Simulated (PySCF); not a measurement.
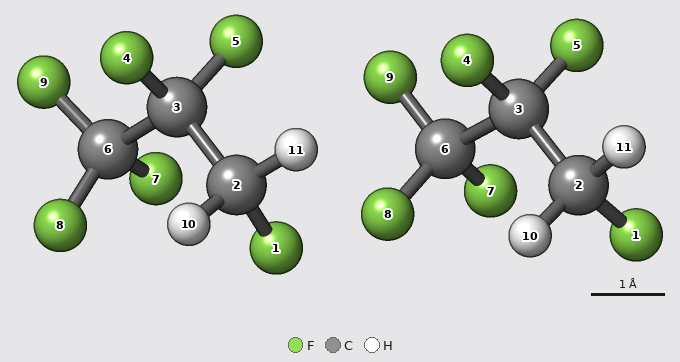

Two geometries of C$_{3}$H$_{2}$F$_{6}$, drawn at one scale. One is the start of a relaxation, the other its converged end. A ball-and-stick model, seen from a free direction.

Method: PBE0-D3(BJ)/def2-TZVP geometry optimisation, gas phase in PySCF 2.14.0, density-fitted response routines. 

Question: Which geometry has the lower energy?

Answer: The right one is the relaxed one. The start comes from GFN2-xTB. Its atoms were then displaced at random by about 0.01 Å. The largest move after the best rigid fit is that of F1, 0.33 Å. Largest moves by element: F 0.33 Å, H 0.24 Å, C 0.05 Å. Among the contacts that change: F1–C2 1.335 → 1.365 Å, C2–C3 1.541 → 1.517 Å, C2–H10 1.084 → 1.092 Å, C6–F7 1.319 → 1.325 Å. Bond angles that change, for instance: F4–C3–C6 110.7° → 107.2°, F4–C3–F5 105.7° → 108.5°, F1–C2–H11 107.3° → 109.6°. Over 11 geometry steps the energy falls by 0.087 eV.
